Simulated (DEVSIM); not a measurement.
System: Pt/HfO2/p-In0.53Ga0.47As capacitor, at 350 K.

```
layer (left to right)        material  thickness (nm)  Na (cm⁻³)
---------------------  --------------  --------------  ---------
1                                HfO2            21.0          -
2                      In0.53Ga0.47As            2500     5.1e16
```

Metal gate on the left, work function 5.6 eV. Fixed charge at the semiconductor interface -1e11 cm⁻² (in units of +e); no interface traps.

Constants are typed, rounded textbook-type inputs, not results; the design itself was drawn at random and stands for no fabricated device. Values at 300 K; Nc and Nv go as T^1.5, mobilities as T to minus their exponent, the gap by Varshni's rule with the affinity fixed.

| parameter | HfO2 | In0.53Ga0.47As |
|---|---|---|
| gap (eV) | 5.7 | 0.74 |
| affinity (eV) | 2.5 | 4.51 |
| permittivity | 22 | 13.9 |
| Nc (cm⁻³) | - | 2.1e17 |
| Nv (cm⁻³) | - | 7.7e18 |
| Varshni α (eV/K) | - | 0.00035 |
| Varshni β (K) | - | 190 |

Simulated with DEVSIM: 1D Poisson equation in equilibrium, Boltzmann statistics, complete ionisation; no quantum confinement or tunnelling. Metal contacts follow the ideal Schottky-Mott rule: no Fermi-level pinning, no interface dipoles.

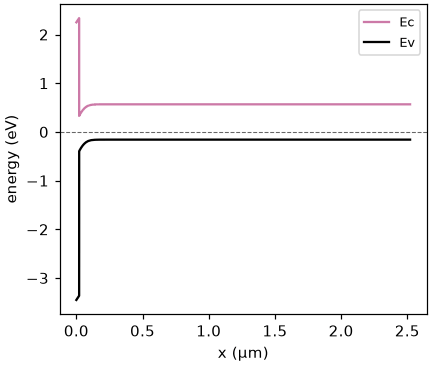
Band edges at 0.85 V on the gate

Energies count from the Fermi level of the right contact; mesh points crowd at the junctions.

```json
[
 {"x (μm)": "0.000", "Ec (eV)": "2.250", "Ev (eV)": "-3.450", "n (cm⁻³)": "< 1e2", "p (cm⁻³)": "< 1e2", "field (V/cm)": "42000"},
 {"x (μm)": "0.001386", "Ec (eV)": "2.256", "Ev (eV)": "-3.444", "n (cm⁻³)": "< 1e2", "p (cm⁻³)": "< 1e2", "field (V/cm)": "42000"},
 {"x (μm)": "0.004410", "Ec (eV)": "2.268", "Ev (eV)": "-3.432", "n (cm⁻³)": "< 1e2", "p (cm⁻³)": "< 1e2", "field (V/cm)": "42000"},
 {"x (μm)": "0.01047", "Ec (eV)": "2.293", "Ev (eV)": "-3.406", "n (cm⁻³)": "< 1e2", "p (cm⁻³)": "< 1e2", "field (V/cm)": "42000"},
 {"x (μm)": "0.01780", "Ec (eV)": "2.324", "Ev (eV)": "-3.376", "n (cm⁻³)": "< 1e2", "p (cm⁻³)": "< 1e2", "field (V/cm)": "42000"},
 {"x (μm)": "0.02012", "Ec (eV)": "2.334", "Ev (eV)": "-3.366", "n (cm⁻³)": "< 1e2", "p (cm⁻³)": "< 1e2", "field (V/cm)": "42000"},
 {"x (μm)": "0.02131", "Ec (eV)": "0.329", "Ev (eV)": "-0.396", "n (cm⁻³)": "4.9e12", "p (cm⁻³)": "1.9e13", "field (V/cm)": "53000"},
 {"x (μm)": "0.02419", "Ec (eV)": "0.344", "Ev (eV)": "-0.381", "n (cm⁻³)": "3.0e12", "p (cm⁻³)": "3.1e13", "field (V/cm)": "51000"},
 {"x (μm)": "0.02998", "Ec (eV)": "0.372", "Ev (eV)": "-0.353", "n (cm⁻³)": "1.2e12", "p (cm⁻³)": "8.0e13", "field (V/cm)": "47000"},
 {"x (μm)": "0.04271", "Ec (eV)": "0.426", "Ev (eV)": "-0.299", "n (cm⁻³)": "1.9e11", "p (cm⁻³)": "4.8e14", "field (V/cm)": "38000"},
 {"x (μm)": "0.07318", "Ec (eV)": "0.513", "Ev (eV)": "-0.212", "n (cm⁻³)": "1.1e10", "p (cm⁻³)": "8.7e15", "field (V/cm)": "19000"},
 {"x (μm)": "0.1775", "Ec (eV)": "0.566", "Ev (eV)": "-0.159", "n (cm⁻³)": "1.9e9", "p (cm⁻³)": "5.0e16", "field (V/cm)": "250"},
 {"x (μm)": "0.3875", "Ec (eV)": "0.567", "Ev (eV)": "-0.158", "n (cm⁻³)": "1.8e9", "p (cm⁻³)": "5.1e16", "field (V/cm)": "≈ 0"},
 {"x (μm)": "0.8487", "Ec (eV)": "0.567", "Ev (eV)": "-0.158", "n (cm⁻³)": "1.8e9", "p (cm⁻³)": "5.1e16", "field (V/cm)": "≈ 0"},
 {"x (μm)": "1.887", "Ec (eV)": "0.567", "Ev (eV)": "-0.158", "n (cm⁻³)": "1.8e9", "p (cm⁻³)": "5.1e16", "field (V/cm)": "≈ 0"},
 {"x (μm)": "2.240", "Ec (eV)": "0.567", "Ev (eV)": "-0.158", "n (cm⁻³)": "1.8e9", "p (cm⁻³)": "5.1e16", "field (V/cm)": "≈ 0"},
 {"x (μm)": "2.401", "Ec (eV)": "0.567", "Ev (eV)": "-0.158", "n (cm⁻³)": "1.8e9", "p (cm⁻³)": "5.1e16", "field (V/cm)": "≈ 0"},
 {"x (μm)": "2.469", "Ec (eV)": "0.567", "Ev (eV)": "-0.158", "n (cm⁻³)": "1.8e9", "p (cm⁻³)": "5.1e16", "field (V/cm)": "≈ 0"},
 {"x (μm)": "2.505", "Ec (eV)": "0.567", "Ev (eV)": "-0.158", "n (cm⁻³)": "1.8e9", "p (cm⁻³)": "5.1e16", "field (V/cm)": "≈ 0"},
 {"x (μm)": "2.514", "Ec (eV)": "0.567", "Ev (eV)": "-0.158", "n (cm⁻³)": "1.8e9", "p (cm⁻³)": "5.1e16", "field (V/cm)": "≈ 0"},
 {"x (μm)": "2.519", "Ec (eV)": "0.567", "Ev (eV)": "-0.158", "n (cm⁻³)": "1.8e9", "p (cm⁻³)": "5.1e16", "field (V/cm)": "≈ 0"},
 {"x (μm)": "2.521", "Ec (eV)": "0.567", "Ev (eV)": "-0.158", "n (cm⁻³)": "1.8e9", "p (cm⁻³)": "5.1e16", "field (V/cm)": "≈ 0"}
]
```
